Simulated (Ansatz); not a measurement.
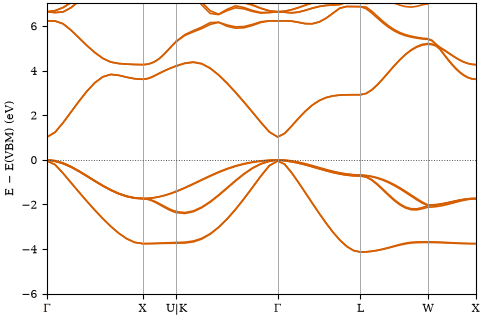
Figure. Band structure from DFT-PBE with spin–orbit coupling in the program Ansatz with PAW potentials

Question: Read off the gap and where the band edges lie.

Answer: About 1.0 eV (1.02 eV by a search for the band edges); maximum at Γ, minimum at Γ.

The material is CdS (zinc blende, F-43m).

The cell was relaxed with PBE under the symmetry of its start; phonons on a q-mesh show no instability.

Potentials: the later of the program's two PAW sets.
